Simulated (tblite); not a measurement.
**Frequency calculation of C4H7ClGe (charge +1)**

The run: frequency calculation of C4H7ClGe, charge +1, multiplicity 2. Method and program: GFN2-xTB harmonic vibrations, gas phase (tblite 0.8.0).

It belongs to a series of runs on one base structure; here: electron removed.

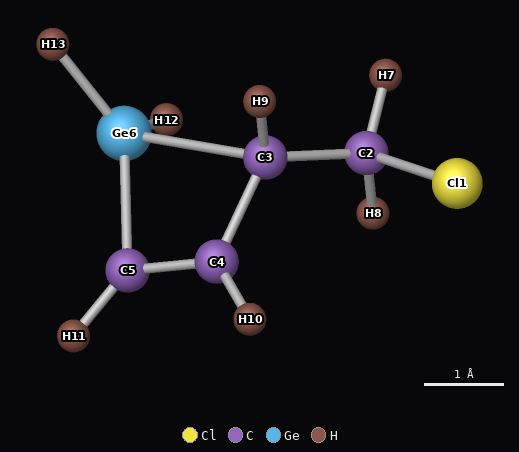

The structure as given in the input (ball-and-stick view, seen at a tilt; atoms are numbered from 1 in the order of the input). Sticks mark near contacts.

**Key numbers**

- outcome: converged
- total energy: −490.9445 eV
- zero-point energy: 54.0070 kcal/mol
- hardware: 1 CPU thread, shared host
- peak memory: 0.24 GiB

**Input file**
```
{"job": {"kind": "ir", "xc": "GFN2-xTB", "basis": "xTB"}, "charge": 1, "multiplicity": 2}
Cl     2.503525    -1.536568     0.420463
C      1.603246    -0.210401    -0.402916
C      0.438115    -0.089403     0.522817
C     -0.685772    -1.044994     0.381902
C     -1.769150    -0.406374    -0.060959
Ge    -1.075311     1.428310    -0.228051
H      2.243520     0.670575    -0.429022
H      1.331298    -0.538705    -1.405888
H      0.698267     0.169376     1.548580
H     -0.609094    -2.094115     0.629040
H     -2.747472    -0.825511    -0.234942
H     -0.543774     1.966725    -1.542847
H     -1.391787     2.511571     0.784095
```

The first line tells a small driver script what to run in tblite; the rest is the geometry in Å.

Launch command:
```bash
OMP_NUM_THREADS=1 python <driver script> task.json out
```

**Output**
```
mode    cm-1     km/mol
  1      37.2      1.92
  2      91.8      1.74
  3     150.6     20.71
  4     177.9      0.66
  5     276.5      1.70
  6     326.4     11.15
  7     371.1      2.28
  8     416.1     15.90
  9     483.9     37.85
 10     502.5     49.96
 11     645.6     41.86
 12     661.5     22.48
 13     668.3     38.00
 14     754.1    184.23
 15     837.6     36.02
 16     862.3     16.75
 17     877.6     28.02
 18     983.9      9.46
 19    1024.7     21.09
 20    1069.9      1.15
 21    1107.7      4.31
 22    1164.9     12.00
 23    1189.4      8.26
 24    1269.5      1.79
 25    1401.9      7.17
 26    1585.8      0.52
 27    1853.5     72.61
 28    1945.5    263.16
 29    2956.4      0.97
 30    2974.6      1.79
 31    2987.3      1.91
 32    3053.8      8.80
 33    3068.9     25.73
```

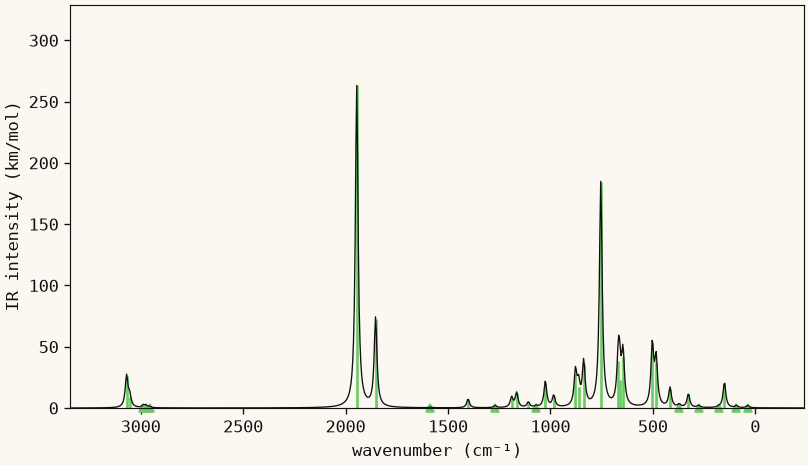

Harmonic infrared spectrum, unscaled: sticks (degenerate modes added up, dark ones marked on the axis) with a Lorentzian envelope of 16 cm⁻¹ full width, scaled to the tallest stick. 33 modes from 37 to 3069 cm⁻¹, none imaginary. The strongest line is at 1946 cm⁻¹ (263 km/mol).
